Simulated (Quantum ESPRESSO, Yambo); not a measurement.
# CdF2 (Fm-3m): G0W0 in Yambo against the bands, part 2 of 2

How does the gap of CdF2 (Fm-3m) converge in the bands?

Yambo 5.3.0; PBE and many-body steps on it, plane waves. Known limits of the many-body steps: not at the basis limit; d shell near the gap, gap tends to lie low; no spin-orbit coupling; coarse k mesh.

So far. Step 4 (133 bands): Against the run before, the gap moves by +0.007 eV.

### 5. 231 bands

Level of this step: G0W0 on PBE, plane waves, norm-conserving pseudopotentials (Yambo).

The input, gw4.in:

```
HF_and_locXC
gw0
dyson
ppa
em1d
rim_cut
RandQpts= 1000000
RandGvec= 1 RL
EXXRLvcs= 94 Ry
VXCRLvcs= 376 Ry
Chimod= "HARTREE"
% BndsRnXp
 1 | 231 |
%
NGsBlkXp= 15.5 Ry
% LongDrXp
 1 | 1 | 1 |
%
% GbndRnge
 1 | 231 |
%
DysSolver= "n"
ExtendOut
PPAPntXp= 27.21138 eV
% QPkrange
 8 | 8 | 16 | 19 |
 1 | 1 | 16 | 19 |
%
```

Launch:

```console
$ OMP_NUM_THREADS=1 mpirun -n 8 yambo -F gw4.in -J gw4 -C gw4 > gw4.log
```

Output:

```text
 Yambo, version 5.3.0

 [02] CORE Variables Setup
 =========================

  [... cell, symmetries and grids as in the set-up ...]

  [02.05] Energies & Occupations
  ==============================

  [X] === General ===
  [X] Electronic Temperature                        :  0.000000  0.000000 [eV K]
  [X] Bosonic    Temperature                        :  0.000000  0.000000 [eV K]
  [X] Finite Temperature mode                       : no
  [X] El. density                                   :  0.86947E+24 [cm-3]
[...]
QP @ state[ 1 ] b range                          :  16  19
   QP @ state[ 2 ] K range                          :   8   8
   QP @ state[ 2 ] b range                          :  16  19
   GF energies kind                                 : Perdew, Burke & Ernzerhof(X)+Perdew, Burke & Ernzerhof(C)
   GF WF`s kind                                     : Perdew, Burke & Ernzerhof(X)+Perdew, Burke & Ernzerhof(C)
   Xs energies kind                                 : Perdew, Burke & Ernzerhof(X)+Perdew, Burke & Ernzerhof(C)
   Xs WF`s kind                                     : Perdew, Burke & Ernzerhof(X)+Perdew, Burke & Ernzerhof(C)

 [11] Game Over & Game summary
```

Elapsed: 1.9 min, on 8 MPI ranks of Arm Neoverse V2, shared host; peak memory 3.7 GiB; 15 min of CPU time.

This step gave:

- G0W0 gap on the points computed: 5.405 eV
- starting gap on the mesh: 3.124 eV
- k of the valence top: 0.25, -0.5, -0.25
- k of the conduction bottom: 0, 0, 0
- least direct G0W0 gap on the computed points: 6.168 eV

Against the run before, the gap moves by +0.060 eV.

### 6. 347 bands

gw5.in, as its differences from gw4.in of step 5:

```diff
@@ -12,3 +12,3 @@
 % BndsRnXp
- 1 | 231 |
+ 1 | 347 |
 %
@@ -19,3 +19,3 @@
 % GbndRnge
- 1 | 231 |
+ 1 | 347 |
 %
```

Launch:

```console
$ OMP_NUM_THREADS=1 mpirun -n 8 yambo -F gw5.in -J gw5 -C gw5 > gw5.log
```

Output:

```text
 Yambo, version 5.3.0

 [02] CORE Variables Setup
 =========================

  [... cell, symmetries and grids as in the set-up ...]

  [02.05] Energies & Occupations
  ==============================

  [X] === General ===
  [X] Electronic Temperature                        :  0.000000  0.000000 [eV K]
  [X] Bosonic    Temperature                        :  0.000000  0.000000 [eV K]
  [X] Finite Temperature mode                       : no
  [X] El. density                                   :  0.86947E+24 [cm-3]
[...]
QP @ state[ 1 ] b range                          :  16  19
   QP @ state[ 2 ] K range                          :   8   8
   QP @ state[ 2 ] b range                          :  16  19
   GF energies kind                                 : Perdew, Burke & Ernzerhof(X)+Perdew, Burke & Ernzerhof(C)
   GF WF`s kind                                     : Perdew, Burke & Ernzerhof(X)+Perdew, Burke & Ernzerhof(C)
   Xs energies kind                                 : Perdew, Burke & Ernzerhof(X)+Perdew, Burke & Ernzerhof(C)
   Xs WF`s kind                                     : Perdew, Burke & Ernzerhof(X)+Perdew, Burke & Ernzerhof(C)

 [11] Game Over & Game summary
```

The job ended after 3 min (8 MPI ranks; peak memory 4.6 GiB).

This step gave:

* G0W0 gap on the points computed: 5.445 eV
* starting gap on the mesh: 3.124 eV
* k of the valence top: 0.25, -0.5, -0.25
* k of the conduction bottom: 0, 0, 0
* least direct G0W0 gap on the computed points: 6.209 eV

Against the run before, the gap moves by +0.040 eV.

### 7. 478 bands

gw6.in, as its differences from gw5.in of step 6:

```diff
@@ -12,3 +12,3 @@
 % BndsRnXp
- 1 | 347 |
+ 1 | 478 |
 %
@@ -19,3 +19,3 @@
 % GbndRnge
- 1 | 347 |
+ 1 | 478 |
 %
```

Launch:

```console
$ OMP_NUM_THREADS=1 mpirun -n 8 yambo -F gw6.in -J gw6 -C gw6 > gw6.log
```

Output:

```text
 Yambo, version 5.3.0

 [02] CORE Variables Setup
 =========================

  [... cell, symmetries and grids as in the set-up ...]

  [02.05] Energies & Occupations
  ==============================

  [X] === General ===
  [X] Electronic Temperature                        :  0.000000  0.000000 [eV K]
  [X] Bosonic    Temperature                        :  0.000000  0.000000 [eV K]
  [X] Finite Temperature mode                       : no
  [X] El. density                                   :  0.86947E+24 [cm-3]
[...]
QP @ state[ 1 ] b range                          :  16  19
   QP @ state[ 2 ] K range                          :   8   8
   QP @ state[ 2 ] b range                          :  16  19
   GF energies kind                                 : Perdew, Burke & Ernzerhof(X)+Perdew, Burke & Ernzerhof(C)
   GF WF`s kind                                     : Perdew, Burke & Ernzerhof(X)+Perdew, Burke & Ernzerhof(C)
   Xs energies kind                                 : Perdew, Burke & Ernzerhof(X)+Perdew, Burke & Ernzerhof(C)
   Xs WF`s kind                                     : Perdew, Burke & Ernzerhof(X)+Perdew, Burke & Ernzerhof(C)

 [11] Game Over & Game summary
```

It took 4 min on 8 MPI ranks; peak memory 5.5 GiB.

This step gave:

```
G0W0 gap on the points computed              : 5.469 eV
starting gap on the mesh                     : 3.124 eV
k of the valence top                         : 0.25, -0.5, -0.25
k of the conduction bottom                   : 0, 0, 0
least direct G0W0 gap on the computed points : 6.234 eV
```

Against the run before, the gap moves by +0.024 eV.

### 8. Side by side

Times are wall times on 8 MPI ranks of Arm Neoverse V2, shared host, good to a factor of about two.

| run | mesh | bands | screening cutoff (eV) | DFT gap (eV) | gap on the mesh (eV) | direct (eV) | time |
| --- | --- | --- | --- | --- | --- | --- | --- |
| 43 bands | 4×4×4 | 43 | 210.9 | 3.124 | 5.562 | 6.348 | 24 s |
| 74 bands | 4×4×4 | 74 | 210.9 | 3.124 | 5.339 | 6.102 | 40 s |
| 133 bands | 4×4×4 | 133 | 210.9 | 3.124 | 5.346 | 6.108 | 69 s |
| 231 bands | 4×4×4 | 231 | 210.9 | 3.124 | 5.405 | 6.168 | 1.9 min |
| 347 bands | 4×4×4 | 347 | 210.9 | 3.124 | 5.445 | 6.209 | 3 min |
| 478 bands | 4×4×4 | 478 | 210.9 | 3.124 | 5.469 | 6.234 | 4 min |

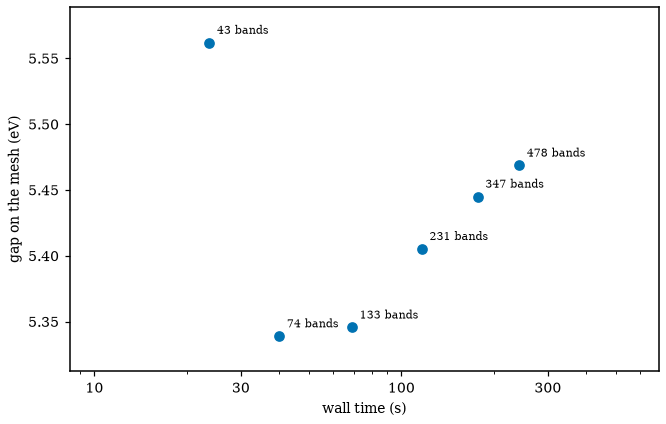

Result against wall time.

### 9. Summary of results

* 43 bands: 5.562 eV
* 74 bands: 5.339 eV
* 133 bands: 5.346 eV
* 231 bands: 5.405 eV
* 347 bands: 5.445 eV
* 478 bands: 5.469 eV
* known limits: not at the basis limit; d shell near the gap, gap tends to lie low; no spin-orbit coupling; coarse k mesh

The setting moved: bands. From 43 bands to 478 bands the gap moves by −0.09 eV, for 10 times the time, not steadily: it passes through 5.34 eV. The last step still moves it by +0.024 eV. Bands and screening cutoff are coupled, so a series along one setting does not show full convergence. Bands and cutoff are finite, so the gap is not at the basis limit. The miss can reach some tenths of an eV and take either sign; the mesh is an error of its own. In the G0W0 runs levels were corrected at 2 k points alone, so a gap called «on the mesh» is the least over those, and an edge elsewhere would be missed. The 4×4×4 mesh is coarse for this cell, which bears on the long-range parts of exchange and screening. A d shell, filled or nearly so, lies near the gap. One-shot GW converges very slowly in bands there, not always from below, and on a semilocal start the gap tends to come out low; starts rich in exact exchange can overshoot instead. The many-body steps are scalar-relativistic: spin-orbit coupling is not in them.

[Paths, hosts, dates, memory and timing lines, banners, echoed tables and standing remarks are left out of the program output.]

[Logs are printed without paths, hosts, clocks, repeated set-up lines and the standing remarks that a program may print on its own settings, such as how far it seeks lower states.]

[Runs of the session that timed out or met a known fault of the program may be left out.]

[Hosts, paths, dates, database ids (printed as entryN), source tags and the programs' standing remarks are cut or masked in the printed files.]
